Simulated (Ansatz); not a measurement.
Consider TiH$_{4}$.

```yaml
crystal:
  lattice:
    - [2.92077, 0.00000, 0.00000]
    - [-1.46038, 2.52946, 0.00000]
    - [0.00000, 0.00000, 4.17168]
  atoms:
    - { symbol: Ti, position: [0.00000, 0.00000, 0.00000] }
    - { symbol: H, position: [0.33333, 0.66667, 0.24448] }
    - { symbol: H, position: [0.33333, 0.66667, 0.75552] }
    - { symbol: H, position: [0.66667, 0.33333, 0.24448] }
    - { symbol: H, position: [0.66667, 0.33333, 0.75552] }
```

Space group P6/mmm; a structure generated by program, which may or may not match a known phase; computed without spin polarisation.

Level of theory: DFT PBE, scalar-relativistic, plane waves, PAW (Ansatz).

What will maps of the valence pseudo-density and electron localisation function show?

Ti–H (1.97 Å): ρ at the midpoint is about 0.42 e/Å³; the ELF climbs to about 1 towards the hydrogen.
Bader's partition of the density gives Ti +1.48 and H −0.37 e.

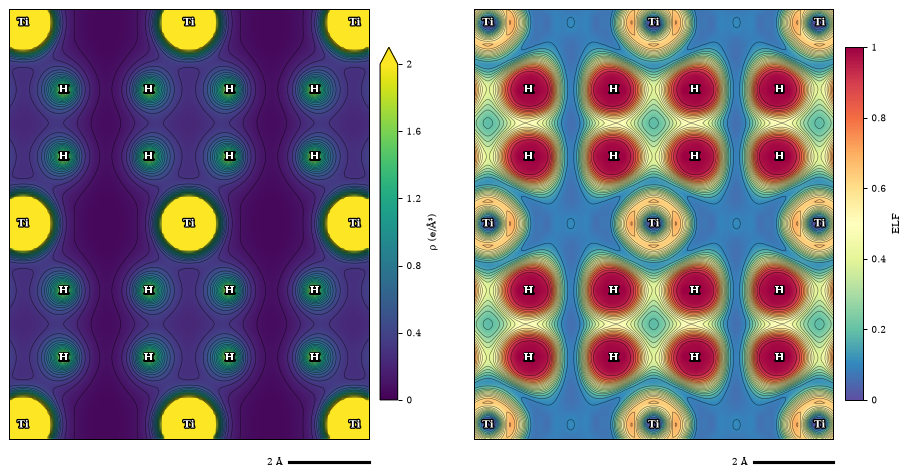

Computed valence pseudo-density and electron localisation function on the (110) plane of the conventional cell, in this order. 

The density is the valence pseudo-density of a PAW calculation; it isn't the true density close to the nuclei.
